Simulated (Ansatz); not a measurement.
# From SiHF3 to SiHCl3: predicting a member

On one Si centre that keeps H, n of the F ligands are replaced by Cl. The HOMO–LUMO gap y in eV at wB97X-V/def2-TZVPP. Shapes, held fixed at every level: PBE0-D4/def2-TZVP. Programs: Ansatz 0.2.0.

```
molecule  n  y (eV)
   SiHF3  0   16.84
 SiHClF2  1   15.18
 SiHCl2F  2       ?
  SiHCl3  3   14.04
```

Question: Fit y = c + s·n to the known rows and predict SiHCl2F.

Answer: 
1. Means of the 3 rows: n = 1.33333, y = 15.353.
2. Σ(Δn)² = 4.6667, Σ(Δn·Δy) = -4.1133, so the slope is -4.1133/4.6667 = -0.88142.
3. Intercept: 15.353 − (-0.88142) × 1.33333 = 16.528. The largest residual of the fit is 0.47.
4. SiHCl2F: 16.528 + (-0.88142) × 2 = 14.77 eV.

The run gave 14.47 eV, so the prediction is off by +0.30 eV, within the scatter of the fit. The step per swap changes from -1.66 to -0.43 eV along the series, so a line misses the bend. Other levels give for SiHCl2F: PBE0-D4/def2-TZVPP 9.87; wB97M-V/def2-TZVPP 14.03 eV. Orbital gaps aren't excitation energies, and the LUMO depends on the basis.

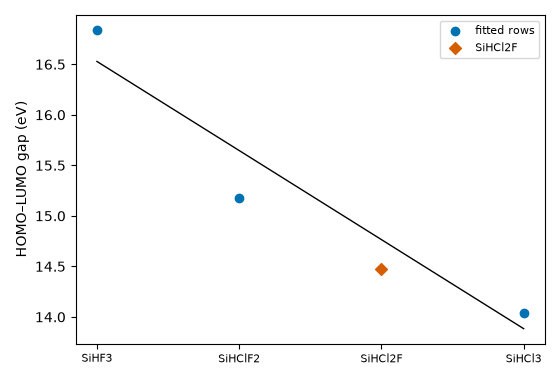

The fitted line, with the withheld member.
